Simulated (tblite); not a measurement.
Geometry relaxation of C$_{3}$H$_{8}$NSi$_{2}$ (part 3 of 4)

Continued. System: C$_{3}$H$_{8}$NSi$_{2}$, multiplicity 2, SMILES [N]=CC1[SiH2]C[SiH2]1. Method: GFN2-xTB geometry optimisation, gas phase (tblite 0.8.0). It belongs to a series of runs on one base structure; here: H added to sp C.

Geometry of the input (Å):
```
N  -0.8503  -1.8357  1.4939
C  -1.3808  -1.0603  0.5715
C  -0.5617  -0.6504  -0.6008
Si -0.4827  1.2433  -0.5856
C  1.0106  0.9956  0.5472
Si 1.2347  -0.7127  -0.1810
H  -2.4198  -0.7282  0.7002
H  -0.8726  -1.0246  -1.5763
H  -1.6384  1.8573  0.0768
H  -0.1557  1.7967  -1.9009
H  0.6515  0.9820  1.5780
H  1.8429  1.6906  0.3565
H  1.4696  -1.7792  0.8229
H  2.1518  -0.7749  -1.3244
```

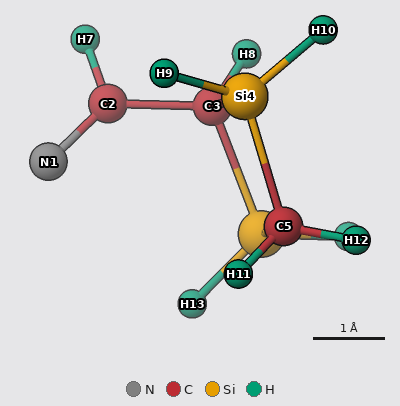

Fig. 1: The geometry at step 73 of the log (ball-and-stick view, seen at a tilt; atoms are numbered from 1 in the order of the input).

**Trajectory as extended XYZ, continued**
```
14
Properties=species:S:1:pos:R:3:forces:R:3 step=57 energy=-455.54247
N    -1.2671   -1.2257    1.6583   -0.0150  -0.0370   0.0090
C    -1.4750   -1.1801    0.4534   -0.0040   0.0120   0.0060
C    -0.5898   -0.6079   -0.5985    0.0110   0.0020  -0.0120
Si   -0.5145    1.3171   -0.3953    0.0120   0.0330   0.0210
C     1.1811    1.0616    0.4512    0.0070   0.0130   0.0000
Si    1.2645   -0.7778   -0.0822   -0.0070  -0.0210   0.0090
H    -2.4186   -1.5737    0.0424   -0.0030   0.0030  -0.0010
H    -0.8918   -0.9680   -1.5798    0.0080  -0.0240  -0.0190
H    -1.5893    1.8899    0.4095    0.0020  -0.0010  -0.0050
H    -0.4395    1.9602   -1.7104   -0.0060  -0.0040   0.0110
H     1.1203    1.1726    1.5304   -0.0040  -0.0060   0.0060
H     1.9935    1.6981    0.1157    0.0120   0.0200  -0.0310
H     1.5143   -1.7788    0.9443   -0.0070   0.0070   0.0150
H     2.1112   -0.9879   -1.2611   -0.0050   0.0020  -0.0090
14
Properties=species:S:1:pos:R:3:forces:R:3 step=59 energy=-455.54302
N    -1.2801   -1.2164    1.6516   -0.0200  -0.0380   0.0220
C    -1.4782   -1.1836    0.4446    0.0110   0.0050  -0.0080
C    -0.5893   -0.6077   -0.6026   -0.0080   0.0320  -0.0010
Si   -0.5155    1.3177   -0.3868    0.0180   0.0210  -0.0220
C     1.1866    1.0646    0.4458    0.0150   0.0030   0.0010
Si    1.2628   -0.7782   -0.0768   -0.0130  -0.0210  -0.0100
H    -2.4112   -1.5966    0.0289   -0.0050   0.0080  -0.0060
H    -0.8883   -0.9619   -1.5876    0.0220  -0.0220   0.0050
H    -1.5827    1.8806    0.4325   -0.0160   0.0080   0.0030
H    -0.4514    1.9699   -1.6989   -0.0090  -0.0090   0.0250
H     1.1393    1.1870    1.5242   -0.0050  -0.0120   0.0090
H     1.9967    1.6951    0.0945    0.0130   0.0250  -0.0340
H     1.5002   -1.7693    0.9615    0.0000  -0.0010   0.0140
H     2.1102   -1.0019   -1.2531   -0.0020   0.0020   0.0030
14
Properties=species:S:1:pos:R:3:forces:R:3 step=61 energy=-455.54384
N    -1.2991   -1.2151    1.6431   -0.0080  -0.0310   0.0430
C    -1.4825   -1.1895    0.4337    0.0170   0.0050  -0.0290
C    -0.5883   -0.6065   -0.6062   -0.0300   0.0380   0.0210
Si   -0.5151    1.3196   -0.3763    0.0100  -0.0140  -0.0350
C     1.1957    1.0689    0.4382    0.0230  -0.0110  -0.0060
Si    1.2610   -0.7801   -0.0698   -0.0150   0.0120  -0.0230
H    -2.4054   -1.6198    0.0133   -0.0020   0.0140  -0.0300
H    -0.8803   -0.9577   -1.5956    0.0300   0.0000   0.0400
H    -1.5766    1.8737    0.4546   -0.0260   0.0070   0.0220
H    -0.4705    1.9849   -1.6813    0.0000  -0.0040  -0.0020
H     1.1651    1.2029    1.5162    0.0000  -0.0090  -0.0080
H     2.0017    1.6943    0.0657   -0.0080   0.0040  -0.0150
H     1.4840   -1.7571    0.9846    0.0070  -0.0090   0.0080
H     2.1096   -1.0189   -1.2425    0.0010  -0.0030   0.0140
14
Properties=species:S:1:pos:R:3:forces:R:3 step=63 energy=-455.54460
N    -1.3128   -1.2270    1.6381    0.0020  -0.0280   0.0390
C    -1.4870   -1.1957    0.4274   -0.0060   0.0160  -0.0100
C    -0.5891   -0.6041   -0.6042   -0.0050   0.0000   0.0290
Si   -0.5137    1.3209   -0.3707   -0.0180  -0.0080   0.0080
C     1.2033    1.0710    0.4335   -0.0020  -0.0020  -0.0170
Si    1.2595   -0.7815   -0.0650   -0.0030   0.0260  -0.0040
H    -2.4080   -1.6264    0.0023    0.0120   0.0170  -0.0430
H    -0.8726   -0.9561   -1.5959    0.0180   0.0190   0.0340
H    -1.5757    1.8756    0.4611   -0.0070  -0.0090   0.0270
H    -0.4835    1.9939   -1.6698    0.0140   0.0040  -0.0430
H     1.1826    1.2118    1.5113    0.0060  -0.0030  -0.0290
H     2.0047    1.6945    0.0464   -0.0160  -0.0150   0.0080
H     1.4834   -1.7489    0.9987    0.0000  -0.0060  -0.0040
H     2.1083   -1.0285   -1.2352    0.0070  -0.0100   0.0050
14
Properties=species:S:1:pos:R:3:forces:R:3 step=65 energy=-455.54541
N    -1.3225   -1.2470    1.6354   -0.0070  -0.0270   0.0070
C    -1.4929   -1.2010    0.4243   -0.0280   0.0120   0.0360
C    -0.5914   -0.6019   -0.5980    0.0400  -0.0300   0.0200
Si   -0.5133    1.3216   -0.3670   -0.0370   0.0300   0.0260
C     1.2075    1.0720    0.4311   -0.0350   0.0240  -0.0220
Si    1.2573   -0.7812   -0.0610    0.0250   0.0020   0.0250
H    -2.4150   -1.6221   -0.0095    0.0190   0.0180  -0.0280
H    -0.8666   -0.9527   -1.5914   -0.0030   0.0180   0.0030
H    -1.5765    1.8801    0.4633    0.0160  -0.0220   0.0200
H    -0.4870    1.9942   -1.6670    0.0160  -0.0010  -0.0390
H     1.1945    1.2195    1.5082    0.0070  -0.0030  -0.0330
H     2.0053    1.6928    0.0333   -0.0020  -0.0110   0.0130
H     1.4962   -1.7417    1.0072   -0.0210   0.0020  -0.0190
H     2.1037   -1.0331   -1.2311    0.0090  -0.0130  -0.0080
14
Properties=species:S:1:pos:R:3:forces:R:3 step=67 energy=-455.54690
N    -1.3495   -1.2757    1.6269   -0.0320  -0.0140  -0.0580
C    -1.5052   -1.2105    0.4142   -0.0110  -0.0200   0.0840
C    -0.5923   -0.5982   -0.5891    0.0500  -0.0170   0.0120
Si   -0.5165    1.3251   -0.3542   -0.0220   0.0490  -0.0240
C     1.2157    1.0777    0.4201   -0.0340   0.0430  -0.0140
Si    1.2539   -0.7803   -0.0488    0.0590  -0.0240   0.0270
H    -2.4169   -1.6302   -0.0427    0.0090   0.0220   0.0020
H    -0.8534   -0.9402   -1.5889   -0.0170   0.0110  -0.0130
H    -1.5718    1.8758    0.4912    0.0210  -0.0190   0.0110
H    -0.4991    2.0008   -1.6568    0.0000  -0.0250   0.0220
H     1.2285    1.2439    1.4942   -0.0020  -0.0040  -0.0260
H     2.0080    1.6867   -0.0051    0.0090   0.0080   0.0090
H     1.5018   -1.7220    1.0347   -0.0380   0.0030  -0.0300
H     2.0962   -1.0534   -1.2179    0.0080  -0.0130  -0.0020
14
Properties=species:S:1:pos:R:3:forces:R:3 step=69 energy=-455.54873
N    -1.3951   -1.3033    1.6110   -0.0360   0.0070  -0.0640
C    -1.5183   -1.2244    0.3957    0.0310  -0.0450   0.0520
C    -0.5880   -0.5924   -0.5811   -0.0070   0.0160   0.0090
Si   -0.5230    1.3325   -0.3339    0.0130   0.0070  -0.0510
C     1.2297    1.0904    0.3956    0.0240   0.0190  -0.0010
Si    1.2533   -0.7789   -0.0292    0.0460  -0.0090  -0.0160
H    -2.4057   -1.6580   -0.0939   -0.0160   0.0250   0.0130
H    -0.8316   -0.9209   -1.5907   -0.0110   0.0130   0.0040
H    -1.5601    1.8577    0.5484    0.0210  -0.0080   0.0020
H    -0.5327    2.0255   -1.6297   -0.0170  -0.0410   0.0560
H     1.2857    1.2810    1.4642   -0.0190   0.0150  -0.0230
H     2.0142    1.6792   -0.0718   -0.0140   0.0190   0.0140
H     1.4761   -1.6922    1.0823   -0.0220  -0.0100  -0.0190
H     2.0948   -1.0966   -1.1889    0.0060  -0.0090   0.0240
14
Properties=species:S:1:pos:R:3:forces:R:3 step=71 energy=-455.54964
N    -1.4351   -1.3194    1.5949   -0.0160   0.0100  -0.0260
C    -1.5244   -1.2382    0.3776    0.0210  -0.0180  -0.0030
C    -0.5830   -0.5856   -0.5771   -0.0440   0.0020   0.0040
Si   -0.5273    1.3385   -0.3180    0.0240  -0.0300   0.0150
C     1.2442    1.1020    0.3714    0.0700  -0.0010   0.0090
Si    1.2552   -0.7773   -0.0135    0.0000   0.0020  -0.0270
H    -2.3912   -1.6870   -0.1355   -0.0110   0.0230   0.0060
H    -0.8135   -0.9037   -1.5939    0.0030   0.0200   0.0160
H    -1.5473    1.8375    0.6001    0.0360  -0.0080  -0.0100
H    -0.5728    2.0551   -1.5975   -0.0170  -0.0340   0.0200
H     1.3349    1.3125    1.4348   -0.0250   0.0330  -0.0570
H     2.0199    1.6745   -0.1330   -0.0530   0.0080   0.0420
H     1.4380   -1.6682    1.1233    0.0020  -0.0050  -0.0180
H     2.1015   -1.1411   -1.1559    0.0100  -0.0020   0.0310
14
Properties=species:S:1:pos:R:3:forces:R:3 step=73 energy=-455.55042
N    -1.4347   -1.3220    1.5936    0.0000  -0.0030   0.0300
C    -1.5226   -1.2402    0.3767   -0.0130   0.0130  -0.0140
C    -0.5836   -0.5849   -0.5765   -0.0010  -0.0200  -0.0050
Si   -0.5257    1.3369   -0.3182    0.0160  -0.0230   0.0400
C     1.2462    1.1018    0.3702    0.0050  -0.0120  -0.0030
Si    1.2557   -0.7765   -0.0141   -0.0200  -0.0030  -0.0070
H    -2.3931   -1.6827   -0.1343   -0.0190   0.0060  -0.0130
H    -0.8139   -0.9016   -1.5929   -0.0010   0.0110  -0.0100
H    -1.5449    1.8363    0.5990    0.0240  -0.0020   0.0080
H    -0.5752    2.0537   -1.5946   -0.0140  -0.0140  -0.0230
H     1.3321    1.3141    1.4321   -0.0080   0.0330  -0.0110
H     2.0186    1.6757   -0.1331   -0.0020   0.0330   0.0150
H     1.4368   -1.6680    1.1213    0.0020  -0.0130   0.0000
H     2.1036   -1.1430   -1.1514    0.0300  -0.0080  -0.0070
14
Properties=species:S:1:pos:R:3:forces:R:3 step=75 energy=-455.55139
N    -1.4770   -1.3514    1.5740    0.0060  -0.0040  -0.0140
C    -1.5340   -1.2574    0.3558   -0.0460   0.0320   0.0110
C    -0.5828   -0.5793   -0.5687    0.0200  -0.0450  -0.0020
Si   -0.5262    1.3381   -0.2963    0.0080   0.0130   0.0250
C     1.2647    1.1117    0.3467   -0.0340   0.0120   0.0100
Si    1.2541   -0.7749    0.0023   -0.0010  -0.0190   0.0200
H    -2.3898   -1.7016   -0.1803    0.0090   0.0080  -0.0010
H    -0.7960   -0.8764   -1.5945   -0.0010  -0.0060  -0.0170
H    -1.5259    1.8171    0.6520    0.0260   0.0060   0.0100
H    -0.6112    2.0692   -1.5635   -0.0200  -0.0160  -0.0150
H     1.3799    1.3586    1.3989    0.0120  -0.0020  -0.0230
H     2.0208    1.6725   -0.1953   -0.0010   0.0160   0.0130
H     1.4160   -1.6394    1.1628   -0.0010   0.0020  -0.0130
H     2.1067   -1.1873   -1.1160    0.0220   0.0030  -0.0060
14
Properties=species:S:1:pos:R:3:forces:R:3 step=77 energy=-455.55182
N    -1.4903   -1.3665    1.5673    0.0050   0.0050   0.0010
C    -1.5400   -1.2611    0.3500   -0.0150   0.0100  -0.0110
C    -0.5812   -0.5801   -0.5649    0.0050  -0.0060  -0.0030
Si   -0.5257    1.3381   -0.2885   -0.0030   0.0020  -0.0190
C     1.2690    1.1155    0.3393   -0.0090   0.0020   0.0020
Si    1.2547   -0.7750    0.0082    0.0050  -0.0030   0.0050
H    -2.3910   -1.7019   -0.1959   -0.0060   0.0100  -0.0020
H    -0.7903   -0.8686   -1.5942    0.0050  -0.0160  -0.0080
H    -1.5176    1.8116    0.6689    0.0100   0.0150   0.0210
H    -0.6217    2.0693   -1.5556   -0.0240  -0.0180   0.0000
H     1.3949    1.3744    1.3865    0.0100  -0.0160   0.0130
H     2.0200    1.6735   -0.2126    0.0010   0.0050  -0.0060
H     1.4110   -1.6299    1.1758    0.0030  -0.0030  -0.0030
H     2.1076   -1.1998   -1.1065    0.0130   0.0110   0.0100
14
Properties=species:S:1:pos:R:3:forces:R:3 step=79 energy=-455.55209
N    -1.4925   -1.3689    1.5665    0.0010   0.0130   0.0000
C    -1.5424   -1.2600    0.3495    0.0180  -0.0070  -0.0140
C    -0.5799   -0.5821   -0.5645   -0.0100   0.0210  -0.0090
Si   -0.5252    1.3376   -0.2882   -0.0170  -0.0150  -0.0130
C     1.2690    1.1163    0.3384    0.0210  -0.0070  -0.0060
Si    1.2561   -0.7758    0.0089    0.0010   0.0180  -0.0110
H    -2.3922   -1.6996   -0.1981   -0.0190   0.0130  -0.0050
H    -0.7894   -0.8700   -1.5945    0.0110  -0.0130   0.0070
H    -1.5144    1.8132    0.6711    0.0070   0.0110   0.0220
H    -0.6277    2.0680   -1.5547   -0.0190  -0.0130  -0.0090
H     1.3979    1.3753    1.3851   -0.0020  -0.0160   0.0220
H     2.0194    1.6763   -0.2132   -0.0060  -0.0100  -0.0110
H     1.4094   -1.6303    1.1764    0.0080  -0.0070   0.0070
H     2.1111   -1.2006   -1.1049    0.0060   0.0140   0.0170
14
Properties=species:S:1:pos:R:3:forces:R:3 step=81 energy=-455.55259
N    -1.4919   -1.3680    1.5669   -0.0070   0.0130  -0.0230
C    -1.5447   -1.2577    0.3499    0.0470  -0.0130   0.0060
C    -0.5792   -0.5845   -0.5649   -0.0070   0.0250  -0.0140
Si   -0.5249    1.3354   -0.2904   -0.0280  -0.0090   0.0260
C     1.2689    1.1160    0.3392    0.0190  -0.0030  -0.0050
Si    1.2577   -0.7761    0.0074    0.0040   0.0190  -0.0030
H    -2.3967   -1.6916   -0.1979   -0.0300   0.0100  -0.0020
H    -0.7885   -0.8747   -1.5946    0.0100  -0.0060   0.0140
H    -1.5087    1.8188    0.6720    0.0120  -0.0030   0.0110
H    -0.6373    2.0615   -1.5573   -0.0080  -0.0020  -0.0270
H     1.3963    1.3709    1.3876   -0.0120  -0.0120   0.0020
H     2.0178    1.6814   -0.2096   -0.0060  -0.0280  -0.0050
H     1.4110   -1.6350    1.1719    0.0060  -0.0020   0.0110
H     2.1195   -1.1969   -1.1024   -0.0020   0.0120   0.0080
14
Properties=species:S:1:pos:R:3:forces:R:3 step=82 energy=-455.55286
N    -1.4915   -1.3692    1.5666   -0.0070   0.0100  -0.0310
C    -1.5453   -1.2571    0.3496    0.0480  -0.0060   0.0200
C    -0.5791   -0.5850   -0.5649    0.0040   0.0120  -0.0110
Si   -0.5255    1.3341   -0.2911   -0.0210   0.0050   0.0360
C     1.2688    1.1158    0.3393    0.0010   0.0030   0.0020
Si    1.2582   -0.7756    0.0068    0.0080   0.0070   0.0100
H    -2.4003   -1.6848   -0.1979   -0.0340   0.0030  -0.0030
H    -0.7872   -0.8765   -1.5942    0.0040  -0.0050   0.0070
H    -1.5048    1.8212    0.6742    0.0090  -0.0070   0.0050
H    -0.6413    2.0558   -1.5600   -0.0060   0.0030  -0.0260
H     1.3944    1.3687    1.3889   -0.0100  -0.0080  -0.0130
H     2.0165    1.6832   -0.2088    0.0010  -0.0290   0.0000
H     1.4131   -1.6368    1.1698    0.0020   0.0030   0.0090
H     2.1233   -1.1944   -1.1005   -0.0010   0.0090  -0.0040
14
Properties=species:S:1:pos:R:3:forces:R:3 step=84 energy=-455.55324
N    -1.4984   -1.3804    1.5608    0.0050   0.0030  -0.0090
C    -1.5472   -1.2601    0.3448    0.0170   0.0060   0.0080
C    -0.5778   -0.5842   -0.5630    0.0120  -0.0140  -0.0020
Si   -0.5279    1.3334   -0.2869    0.0100   0.0170   0.0100
C     1.2707    1.1181    0.3349   -0.0170   0.0070   0.0090
Si    1.2590   -0.7738    0.0106    0.0050  -0.0090   0.0170
H    -2.4065   -1.6760   -0.2062   -0.0180   0.0010  -0.0060
H    -0.7806   -0.8740   -1.5935   -0.0020  -0.0040  -0.0070
H    -1.4959    1.8197    0.6891   -0.0050  -0.0020   0.0000
H    -0.6506    2.0492   -1.5599   -0.0100   0.0040   0.0010
H     1.4007    1.3742    1.3834   -0.0020   0.0000  -0.0250
H     2.0152    1.6821   -0.2207    0.0040  -0.0230   0.0090
H     1.4127   -1.6311    1.1771    0.0000   0.0070   0.0060
H     2.1260   -1.1976   -1.0926    0.0020   0.0050  -0.0130
14
Properties=species:S:1:pos:R:3:forces:R:3 step=86 energy=-455.55342
N    -1.5051   -1.3921    1.5552    0.0170   0.0020   0.0210
C    -1.5491   -1.2632    0.3401   -0.0060   0.0060  -0.0130
C    -0.5760   -0.5842   -0.5612    0.0000  -0.0090   0.0010
Si   -0.5288    1.3343   -0.2826    0.0130   0.0010  -0.0150
C     1.2721    1.1202    0.3311    0.0010  -0.0030   0.0010
Si    1.2598   -0.7734    0.0155   -0.0030  -0.0050  -0.0010
H    -2.4108   -1.6721   -0.2136   -0.0010   0.0080  -0.0120
H    -0.7755   -0.8710   -1.5933    0.0010  -0.0010  -0.0040
H    -1.4915    1.8178    0.6994   -0.0110   0.0010   0.0020
H    -0.6575    2.0485   -1.5567   -0.0120   0.0030   0.0160
H     1.4098    1.3818    1.3767   -0.0040   0.0050  -0.0080
H     2.0149    1.6790   -0.2319    0.0020  -0.0150   0.0060
H     1.4118   -1.6237    1.1867    0.0020   0.0020   0.0090
H     2.1254   -1.2022   -1.0877    0.0010   0.0060  -0.0010
14
Properties=species:S:1:pos:R:3:forces:R:3 step=88 energy=-455.55355
N    -1.5105   -1.4027    1.5500    0.0200   0.0020   0.0300
C    -1.5515   -1.2659    0.3358   -0.0110   0.0050  -0.0160
C    -0.5746   -0.5849   -0.5595   -0.0070   0.0040  -0.0030
Si   -0.5284    1.3349   -0.2795   -0.0090  -0.0140  -0.0070
C     1.2739    1.1214    0.3279    0.0150  -0.0110  -0.0090
Si    1.2604   -0.7737    0.0199   -0.0050  -0.0030  -0.0120
H    -2.4148   -1.6684   -0.2210    0.0080   0.0130  -0.0140
H    -0.7714   -0.8690   -1.5932    0.0060   0.0010   0.0000
H    -1.4886    1.8177    0.7063   -0.0030  -0.0060  -0.0020
H    -0.6674    2.0505   -1.5513   -0.0070   0.0050   0.0080
H     1.4187    1.3889    1.3705   -0.0080   0.0070   0.0080
H     2.0150    1.6753   -0.2418    0.0030  -0.0080  -0.0010
H     1.4120   -1.6176    1.1957    0.0020  -0.0010   0.0090
H     2.1265   -1.2070   -1.0820   -0.0040   0.0070   0.0090
```
